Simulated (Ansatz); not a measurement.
# What CaTiSe3 (model cell, started as cubic perovskite with Ti in the octahedra) distorts into, part 3 of 3

Aim: this structure of CaTiSe3 (model cell, started as cubic perovskite with Ti in the octahedra) is to be tested for unstable modes, and one is followed downhill.

Ansatz 0.2.0; DFT PBEsol, scalar-relativistic, plane waves, PAW; PAW set soft_1.

So far. Step 5 (Energy along the mode, all amplitudes (two of the runs …): The lowest of the steps tried is the last one, at 0.6 Å, 122 meV/atom below the parent; the bottom of the well need not coincide with a step. Step 7 (The new phase in its own primitive cell): The largest force component left is 0.34 meV/Å and the pressure is 0.000 GPa, within the tolerances set. The cell now holds 22.52 Å³/atom. The relaxed cell has a = 6.589, c = 5.189 Å (conventional setting).

The structure was built from a prototype and need not be the compound's stable phase.

## Step 8: Modes of the new phase, k-mesh 6×6×8

A relaxed structure may still be a saddle point, so its zone-centre modes are computed. No field response is asked, since the mesh shows no gap.

The input, input.yaml:

```yaml
crystal:
  lattice:
    - [6.588537019, 0.0, 0.0]
    - [0.0, 6.588537019, 0.0]
    - [0.0, 0.0, 5.1885213402]
  atoms:
    - { symbol: Ca, position: [0.5, 0.0, 0.0] }
    - { symbol: Ca, position: [0.0, 0.5, 0.0] }
    - { symbol: Ti, position: [0.0, 0.0, 0.5] }
    - { symbol: Ti, position: [0.5, 0.5, 0.5] }
    - { symbol: Se, position: [0.1602949958, 0.6602949958, 0.5] }
    - { symbol: Se, position: [0.8397050042, 0.3397050042, 0.5] }
    - { symbol: Se, position: [0.3397050042, 0.1602949958, 0.5] }
    - { symbol: Se, position: [0.6602949958, 0.8397050042, 0.5] }
    - { symbol: Se, position: [0.0, 0.0, 0.0] }
    - { symbol: Se, position: [0.5, 0.5, 0.0] }
kpoints:
  mp_grid: { grid: [6, 6, 8] }
hamiltonian:
  xc: pbesol
  pseudopotentials: { kind: paw, azcp: { folder: soft_1 }, xc_functional: pbe }
scf:
  occupations: { method: methfessel_paxton, width: 0.2 }
output:
  eigenvalues: true
phonons:
  method: dfpt
```

Launch:

```
$ ansatz run input.yaml --threads 4 --pin off --max-ram 16384MiB --backend cpu --events-out ev --progress --plain --runs-dir out
```

Numbers of over 12 decimals in the logs are rounded to 6 here.

The program printed:

```text
zone centre: on kpoints.mp_grid the ground state, and the responses unless they are solved on pairs of k-points, stand on 100 of the mesh's 288 k-points, reduced under 2 symmetry operations, with k and −k counted as one. Each operation leaves every solved displacement unchanged or reverses it
[...]
Crystal: 10 atoms, lattice volume = 225.228 Å³
Basis set: ecut = 420 eV, 4385 PW (Γ), exchange–correlation on 96×96×72 points (8 copies of the dense FFT grid, shifted against one another)
Bands: 84, of which v1, the nominal top of the filled ones, is band 70 counted from 1 (69 counted from 0)
Symmetry: 16 space group operations
k-points: 100 of 288 (irreducible under 2 space group operations, time reversal used)
[...]
SCF iter   1: F=—  HF=-41099.415004 eV  |F-HF|=—  |Δ(HF+E_count)|=         —  Δρ=1.00e-1  dr2=4.16e1  ethr=3.10e-3  ⟨swp⟩=7.8  Hψ=32888  notcnv=0
[...]
SCF iter  16: F=-41093.803473 eV  HF=-41093.803473 eV  |F-HF|=0.00e0  |Δ(HF+E_count)|=    0.00e0  S|Δr|=    0.00e0  Δρ=2.15e-8  dr2=1.40e-12  ethr=1.00e-12  ⟨swp⟩=12.3  Hψ=45850  notcnv=0
SCF 1 converged in 16 iterations: F = -41093.803473 eV  dr2 = 1.40e-12
[...]
DFPT response loops at Γ: preconditioner auto → Kerker (q_TF=auto, 2.520 Å⁻¹) (partly filled bands, converged f_vac=0.020); β = 1.00, the filter's whole step (`scf.mixing.beta` (0.50) is not read by the response loops under this deck's `scf.mixing.preconditioner`; to damp them name `kerker` or `kerker_dos`, under which they read `scf.mixing.beta`, and type it under 1.00, their step now; both keys bind the ground state too); Broyden in place of MSR1
SCF converged after 16 iterations
[...]
Free energy (F): -41093.803473 eV
[...]
Internal energy: -41093.803979 eV  (E = F + TS)
E sigma→0 (E₀):  -41093.803599 eV
Entropy (-TS):   0.000506 eV (0.051 meV/atom)
Fermi energy:    9.334741 eV
[...]
--- Band table (eV; the first three rows and the last of 100) ---
  k-point 0: bands = [... 66 lower, 8.0986, 8.5342, 9.0547, 9.0547, 9.5039, 9.8075, 9.8944, 9.8944, ... 10 higher]
  k-point 1: bands = [... 66 lower, 7.7534, 7.9716, 9.4145, 9.4145, 9.5086, 9.8286, 9.8610, 9.8610, ... 10 higher]
  k-point 2: bands = [... 66 lower, 8.1548, 8.1548, 9.5201, 9.7574, 9.7574, 9.8707, 9.9935, 9.9935, ... 10 higher]
  k-point 99: bands = [... 66 lower, 7.5289, 7.5289, 8.2401, 8.2401, 10.4141, 10.4141, 10.4505, 10.4505, ... 10 higher]
--- Phonons (Γ-DFPT): 8 representative perturbations + reference, on 100 of 288 k-points (Σ response iterations 30) ---
  k mesh reduced under 2 symmetry operations, with k and −k counted as one. Each operation leaves every solved displacement unchanged or reverses it
  ASR residual: 4.288e-5 → 0.000e0 eV/Å²; symmetrization residual: 1.022e-5 eV/Å²
  ASR residual per site (eV/Å²): 1.52e-5 1.52e-5 2.01e-5 2.01e-5 3.00e-5 3.00e-5 3.00e-5 3.00e-5 4.29e-5 4.29e-5
  Γ frequencies (cm⁻¹): -106.89 -97.36 -54.59 -54.59 0.00 0.00 0.00 23.77 50.10 50.10 55.18 55.18 98.81 98.81 117.50 117.50 134.98 134.98 138.95 161.66 164.38 168.52 179.32 189.94 202.02 242.47 259.56 259.56 271.19 271.19
  non-analytic LO–TO correction: not included (Born effective charges unavailable; polar crystals: no LO–TO splitting at Γ)
```

The job ended after 12 min (4 threads of Arm Neoverse V1, shared host; peak memory 5.6 GiB).

Numbers from this step:

* sum-rule residual before enforcement: 4.29e-5 eV/Å²
* point group: 4/mmm
* highest optical mode at the zone centre (no LO-TO term): 271.2 cm⁻¹
* lowest optical zone-centre mode: -106.9 cm⁻¹

Patterns of degenerate modes are one choice out of their space. The modes at Γ (shares of kinetic energy by element, %) (negative means imaginary):

```tsv
mode	frequency (cm⁻¹)	symmetry	Ca %	Ti %	Se %
1	-106.9	A2u	5	79	17
2	-97.4	A1u	0	94	6
3	-54.6	Eu	88	3	10
4	-54.6	Eu	88	3	10
5	0.0	acoustic	12	15	73
6	0.0	acoustic	12	15	73
7	0.0	acoustic	12	15	73
8	23.8	B1u	24	0	76
9	50.1	Eu	2	4	94
10	50.1	Eu	2	4	94
11	55.2	Eu	45	0	55
12	55.2	Eu	45	0	55
13	98.8	Eu	46	9	45
14	98.8	Eu	46	9	45
15	117.5	Eg	0	0	100
16	117.5	Eg	0	0	100
17	135.0	Eu	6	15	79
18	135.0	Eu	6	15	79
19	138.9	A1g	0	0	100
20	161.7	A2u	61	3	36
21	164.4	B2g	0	0	100
22	168.5	A1u	0	6	94
23	179.3	B1u	76	0	24
24	189.9	A2u	22	3	75
25	202.0	B1g	0	0	100
26	242.5	A2g	0	0	100
27	259.6	Eu	0	60	40
28	259.6	Eu	0	60	40
29	271.2	Eu	1	94	5
30	271.2	Eu	1	94	5
```

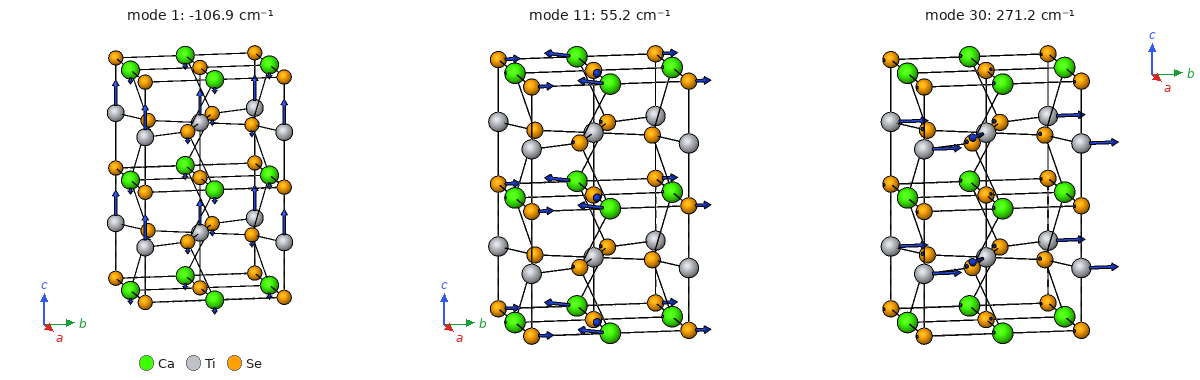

Displacement patterns of modes 1, 11 and 30 at Γ; arrows are exaggerated. 1×1×2 cells are drawn. Some periodic images of atoms are drawn too.

Before it was imposed, the acoustic sum rule was missed by 4.3e-5 eV/Å². Small misses are needed for a sound result but don't prove that mesh and cutoff are converged. The lowest optical mode is imaginary, 106.9i cm⁻¹, so the energy falls along it.

## Step 9: The phases reached

The phases reached along the modes that were followed are set side by side.

Energies are those of the first relaxation, on the mesh of the frozen mode; space group, volume and gap are those of the last relaxation. Phases, by row:

```tsv
mode frozen in	space group	energy from parent (meV/atom)	volume (Å³/atom)	gap on mesh (eV)	lowest zone-centre optical mode (cm⁻¹)	largest shift (Å)
parent	Pm-3m	0	23.83	0	–	–
q = (-0.5, -0.5, -0.5), 104i cm⁻¹	I4/mcm	-179.5	22.5	0	-112.3	0.832
q = (-0.5, -0.5, -0.5), 104i cm⁻¹	R-3c	-174	22.88	0	-134.8	0.659
q = (-0.5, -0.5, -0.5), 104i cm⁻¹	Imma	-181.1	23.01	0	–	0.796
q = (0, -0.5, -0.5), 101i cm⁻¹	P4/mbm	-173.2	22.52	0	-106.9	0.836
```

## Step 10: Outcome

| Quantity | Value |
| --- | --- |
| unstable mode of the parent | q = (0, -0.5, -0.5), 101i cm⁻¹ |
| depth at the lowest point sampled | 122 meV/atom |
| largest atomic shift at that point | 0.6 Å |
| space group reached (within 0.01 Å) | P4/mbm |
| energy gained over the parent (first relaxation, on the mesh of the frozen mode) | 173 meV/atom |
| volume per atom, phase reached | 22.5 Å³ |
| lowest optical zone-centre mode, phase reached | -107 cm⁻¹ |
| highest optical mode at the zone centre (no LO-TO term), phase reached | 271 cm⁻¹ |

In words: Along this mode the structure falls into P4/mbm, 173 meV/atom below the parent. At the parent's cell the well is 121.8 meV/atom deep on the steps tried, with its lowest point at a shift of 0.6 Å. That is the last step tried, so the steps alone don't bracket the bottom of the well. Relaxing atoms and cell changes the gain by +51.37 meV/atom against the lowest step (energies at zero smearing). The new phase still has an imaginary mode at the zone centre of its cell, so it is a saddle point on the way to a lower structure. Of the 4 patterns followed to their end from this parent, this one ends 7.90 meV/atom above the lowest, Imma. Another end point lies within 1 meV/atom; how such a difference moves with mesh and cutoff was not tested. Each path keeps the symmetry of its pattern, so a lower phase may lie along a pattern not tried. With no gap, or one that is small against the smearing, the frequencies hang on the k mesh and the smearing, most of all near Kohn anomalies. The PAW files were made for PBE and serve the other functionals too. The starting cell was built on a prototype and not taken from a measurement, so the phase need not exist.

[Logs are printed without paths, hosts, clocks, repeated set-up lines and the standing remarks that a program may print on its own settings, such as how far it seeks lower states.]

[Hosts, paths, dates, database ids (printed as entryN), source tags and the programs' standing remarks are cut or masked in the printed files.]
